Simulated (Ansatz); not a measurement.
# BaZnPF (P4/nmm): bands and screening cutoff converge together, part 2 of 2

Wanted: the G0W0 gap of BaZnPF (P4/nmm) over a grid of bands and cutoffs.

Ansatz 0.2.0; G0W0 on PBE, plane waves, PAW; PAW set soft_1. Known limits of the many-body steps: not at the basis limit; d shell near the gap, gap tends to lie low; no spin-orbit coupling; coarse k mesh.

So far. Step 8 (1210 empty bands, screening to 220 eV): The G0W0 gap on the mesh is 1.320 eV.

## 9. 370 empty bands, screening to 300 eV

Input file input.yaml:

```yaml
crystal:
  lattice:
    - [4.15634, 0.0, 0.0]
    - [0.0, 4.15634, 0.0]
    - [0.0, 0.0, 9.45743]
  atoms:
    - { symbol: Ba, position: [0.5, 0.0, 0.33177] }
    - { symbol: Ba, position: [0.0, 0.5, 0.66823] }
    - { symbol: Zn, position: [0.5, 0.5, 0.0] }
    - { symbol: Zn, position: [0.0, 0.0, 0.0] }
    - { symbol: P, position: [0.0, 0.5, 0.1491] }
    - { symbol: P, position: [0.5, 0.0, 0.8509] }
    - { symbol: F, position: [0.5, 0.5, 0.5] }
    - { symbol: F, position: [0.0, 0.0, 0.5] }
kpoints:
  mp_grid: { grid: [4, 4, 2] }
hamiltonian:
  xc: pbe
  pseudopotentials: { kind: paw, azcp: { folder: soft_1 } }
scf:
  occupations: { method: fixed }
gw:
  n_empty_bands: 370
  ecut_chi: 300
  qp_bands: [v2, c2]
  qp_kpoints: band_edges
  screening: { model: contour_deformation }
```

Run with:

```console
> ansatz run input.yaml --threads 2 --pin off --max-ram 92160MiB --backend cuda --events-out ev --progress --plain --runs-dir out --devices 1 --max-vram 13GiB
```

Numbers of over 12 decimals in the logs are rounded to 6 here.

Log:

```text
GPUs: using 1 of 1 available (devices: 1).
[...]
GPU FFT provider: cuFFT
GPU libraries: cuBLAS 13.8.2, cuFFT 12.4.0, cuSOLVER 12.3.4
Crystal: 8 atoms, lattice volume = 163.379 Å³
Basis set: ecut = 420 eV, 3159 PW (Γ)
Bands: 42, of which v1, the nominal top of the filled ones, is band 34 counted from 1 (33 counted from 0)
Symmetry: 16 space group operations
[...]
k-points: 12 of 32
[...]
1    36     10.2518    -8.3638    -3.6531   -12.2218  0.7837    10.4575    10.4567  root
[...]
11    33      6.1002   -15.6355     2.1654   -12.8748  0.7289     5.4933     5.5051  root
    11    34      6.1002   -15.6355     2.1654   -12.8748  0.7289     5.4933     5.5051  root
    11    35     11.1967    -8.4219    -3.7530   -12.4214  0.7808    11.4441    11.4431  root
    11    36     11.1967    -8.4219    -3.7530   -12.4214  0.7808    11.4441    11.4431  root
[key lines of the parts left out:]
SCF converged after 14 iterations
Free energy (F): -21675.163090 eV
Fermi energy:    8.492344 eV
```

Elapsed: 32 s, on 1 × NVIDIA H100 80GB HBM3 (shared by 6 runs) with 2 threads of AMD EPYC 7R13 (Zen 3), shared host; peak memory 9.5 GiB.

The G0W0 gap on the mesh is 1.320 eV.

## 10. 1927 empty bands, screening to 300 eV

input.yaml, as its differences from that of step 9:

```diff
@@ -22,3 +22,3 @@
 gw:
-  n_empty_bands: 370
+  n_empty_bands: 1927
   ecut_chi: 300
```

Log:

```text
GPUs: using 1 of 1 available (devices: 1).
[...]
GPU FFT provider: cuFFT
GPU libraries: cuBLAS 13.8.2, cuFFT 12.4.0, cuSOLVER 12.3.4
Crystal: 8 atoms, lattice volume = 163.379 Å³
Basis set: ecut = 420 eV, 3159 PW (Γ)
Bands: 42, of which v1, the nominal top of the filled ones, is band 34 counted from 1 (33 counted from 0)
Symmetry: 16 space group operations
[...]
k-points: 12 of 32
[...]
1    36     10.2518    -8.3638    -3.7913   -12.2218  0.7835    10.3185    10.3185  root
[...]
11    33      6.1002   -15.6355     2.0080   -12.8748  0.7288     5.3292     5.3477  root
    11    34      6.1002   -15.6355     2.0080   -12.8748  0.7288     5.3292     5.3477  root
    11    35     11.1967    -8.4219    -3.9012   -12.4214  0.7807    11.2950    11.2949  root
    11    36     11.1967    -8.4219    -3.9012   -12.4214  0.7807    11.2950    11.2949  root
[key lines of the parts left out:]
SCF converged after 14 iterations
Free energy (F): -21675.163090 eV
Fermi energy:    8.492344 eV
```

Wall time 4 min (1 × NVIDIA H100 80GB HBM3 (shared by 6 runs) with 2 threads); peak memory 11 GiB; 7.2 min of CPU time.

The G0W0 gap on the mesh is 1.330 eV.

## 11. The grid

Start PBE, 4×4×2 mesh. Times are wall times on 1 × NVIDIA H100 80GB HBM3 (shared by 6 runs) with 2 threads of AMD EPYC 7R13 (Zen 3), shared host, good to a factor of about two.

```
cutoff (eV)  plane waves at q = 0  bands summed  gap (eV)  Σc valence (eV)  Σc conduction (eV)     time
         50                   135           165     1.336             1.83               -3.21     16 s
         50                   135           715     1.236             1.64               -3.50     33 s
        100                   379           404     1.299             1.56               -3.51     36 s
        100                   379          1961     1.273             1.48               -3.63  2.9 min
        150                   675           165     1.362             1.86               -3.15     13 s
        150                   675           715     1.314             1.46               -3.60     45 s
        220                  1191          1244     1.320             1.39               -3.66     86 s
        300                  1911           404     1.320             1.56               -3.49     32 s
        300                  1911          1961     1.330             1.36               -3.68    4 min
```

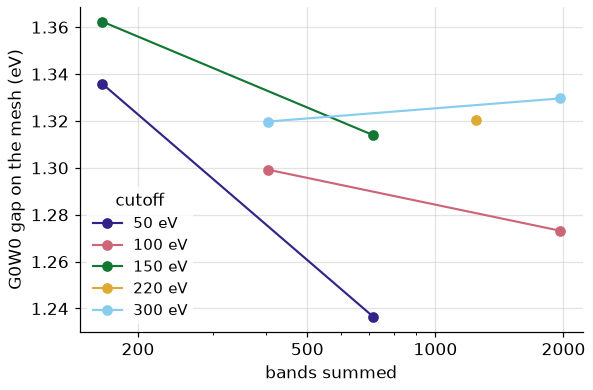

The gap against bands, one line for each screening cutoff.

## 12. Summary of results

```yaml
165_bands_50_ev: 1.336 eV
715_bands_50_ev: 1.236 eV
404_bands_100_ev: 1.299 eV
1961_bands_100_ev: 1.273 eV
165_bands_150_ev: 1.362 eV
715_bands_150_ev: 1.314 eV
1244_bands_220_ev: 1.320 eV
404_bands_300_ev: 1.320 eV
1961_bands_300_ev: 1.330 eV
estimated_limit_along_the_diagonal: 1.35 eV
mesh_and_start: 4×4×2, PBE
```

In words: At 50 eV, going from 165 to 715 bands moves the gap by −0.10 eV. At 100 eV, going from 404 to 1961 bands moves the gap by −0.03 eV. At 150 eV, going from 165 to 715 bands moves the gap by −0.05 eV. At 300 eV, going from 404 to 1961 bands moves the gap by +0.01 eV. At 165 bands, raising the cutoff from 50 to 150 eV moves it by +0.03 eV. At 715 bands, raising the cutoff from 50 to 150 eV moves it by +0.08 eV. At 404 bands, raising the cutoff from 100 to 300 eV moves it by +0.02 eV. At 1961 bands, raising the cutoff from 100 to 300 eV moves it by +0.06 eV. Along the diagonal, where both rise together, the two highest rungs point to 1.35 eV. Gaps are over the mesh's points; an edge off the mesh would be missed. A low cutoff hides what high bands add, so a band series at one cutoff can look settled before the gap is. The 4×4×2 mesh is coarse for this cell (its supercell is 17 Å along the shortest edge). The RPA ε∞ on it, from the PBE start, is 4.50 and 10.06; such meshes misread the long-range screening, most where the gap is narrow. A d shell, filled or nearly so, lies near the gap. One-shot GW converges very slowly in bands there, not always from below, and on a semilocal start the gap tends to come out low; starts rich in exact exchange can overshoot instead. The many-body steps are scalar-relativistic: spin-orbit coupling is not in them.

[Paths, hosts, dates, memory and timing lines, banners, echoed tables and standing remarks are left out of the program output.]

[Logs are printed without paths, hosts, clocks, repeated set-up lines and the standing remarks that a program may print on its own settings, such as how far it seeks lower states.]

[Runs of the session that timed out or met a known fault of the program may be left out.]

[Cells called generated may have been cut or substituted from an entry of the Crystallography Open Database or the Materials Project.]

[Hosts, paths, dates, database ids (printed as entryN), source tags and the programs' standing remarks are cut or masked in the printed files.]
